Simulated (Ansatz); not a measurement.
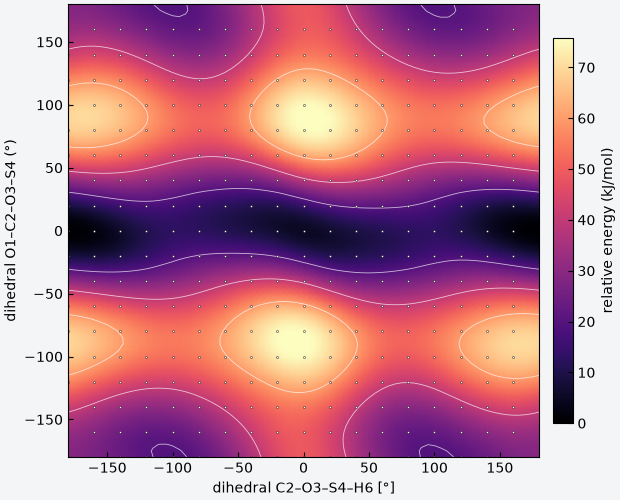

CH2O2S, SMILES O=COS. The first coordinate is: dihedral C2–O3–S4–H6; the second: dihedral O1–C2–O3–S4. Nothing is relaxed (all other coordinates rigid). The scan uses an 18 × 18 grid; 164 points were computed and 160 follow by symmetry. Points are written as (first, second). Energies: kJ/mol, counted from the lowest grid point. Computed with Ansatz 0.2.0, RKS PBE0-D4/def2-TZVP.

Drawn: a smooth colour map with a few white contour lines, dots at the grid points. Between grid points the surface is interpolated.

The lowest grid point is at (−180°, 0°). There are further wells near (0°, 0°) (5.0 kJ/mol above the lowest at that grid point); (−100°, −180°) (19 kJ/mol above the lowest at that grid point). The highest grid point, (0°, −80°), lies 76 kJ/mol above the lowest. On the interpolated surface the easiest way out of the lowest well to the well at (0°, 0°) passes a barrier of about 13 kJ/mol. Round the minimum the valley is somewhat tilted: raising dihedral C2–O3–S4–H6 shifts the best value of dihedral O1–C2–O3–S4 downwards (coupling k₁₂/√(k₁₁k₂₂) about 0.3).

The level of theory is changed to Ansatz, RHF/def2-TZVP; with it change the reference geometry, relaxed at the new level; the new grid has 15 × 15 points, laid about the new relaxed structure.

### What does this change do to the map?

The minimum (interpolated where it lies between grid points) moves from (−180°, 0°) to about (−180°, 0°). The span from the lowest to the highest grid point shrinks from 76 to 59 kJ/mol. The easiest pass out of the lowest well goes from about 13 to about 5 kJ/mol on the interpolated surfaces.

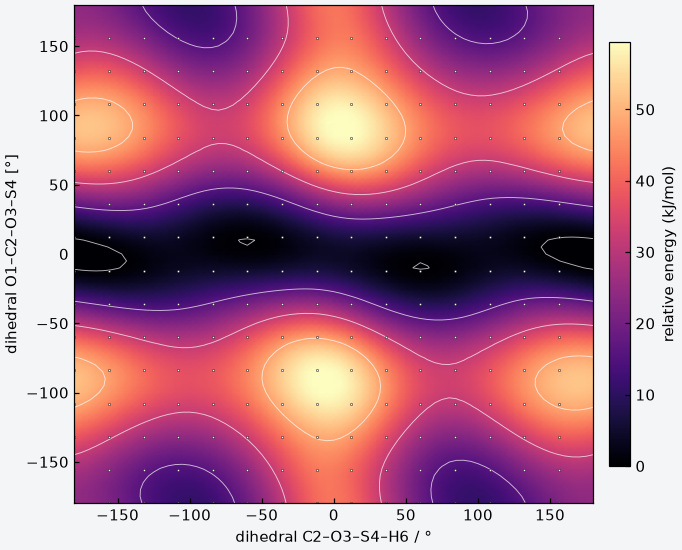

The map after the change, on a colour scale of its own. Drawn: a smooth colour map with a few white contour lines, dots at the grid points. Between grid points the surface is interpolated.
